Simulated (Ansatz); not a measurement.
Electronic density of states of amorphous Hf$_{18}$O$_{38}$Ce, density 9.02 g/cm³, on a 2×2×2 Γ-centred mesh with a Gaussian width of 0.1 eV; energies count from the Fermi level, whose place inside the gap is arbitrary. Cell and mesh are small, so fine structure isn't converged. Level of theory: PBE, scalar-relativistic without spin-orbit coupling (plane waves to 420 eV, PAW; Ansatz, a first-principles code). Sampling: a 2×2×2 Γ-centred mesh; Fermi-Dirac width 0.01 eV; collinear spin, started from moments on atoms; no Hubbard U, moments started parallel, and no other order was tried (the moments died out). At PBE the levels at both edges of the gap are localised (band-tail or defect states), and the nearest spread-out levels lie 4.3 eV apart at the zone centre.

A CHGNet melt-quench gave the starting glass, which DFT then relaxed. O atoms were pushed apart under 1.9 Å during the dynamics, to hinder bonds among them. The hot cell started wider than the set density and was brought back towards it in steps. It is the lowest in DFT energy of 3 quenches. It is a model cell: composition and starting density were chosen by hand, and all elements were melted together. No dispersion term was used. Its density started from a set value of 8.86 and ended at 9.02 g/cm³. Cooling (nominally 380 K/ps over its main leg) ran many orders faster than in experiment, which tends to leave more defects and strain. One small periodic cell is one sample of the glass; other quenches scatter about these values. Volume and shape were free in the relaxation.

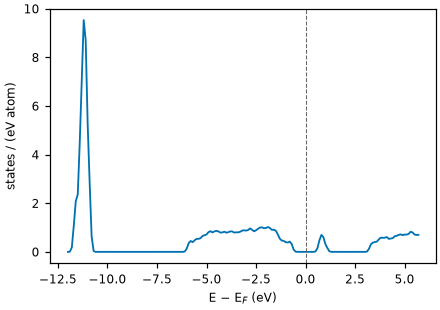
Figure. Density of states per atom

The gap between localised states on this mesh is 1.34 eV; the broadening fills part of it in the curve.
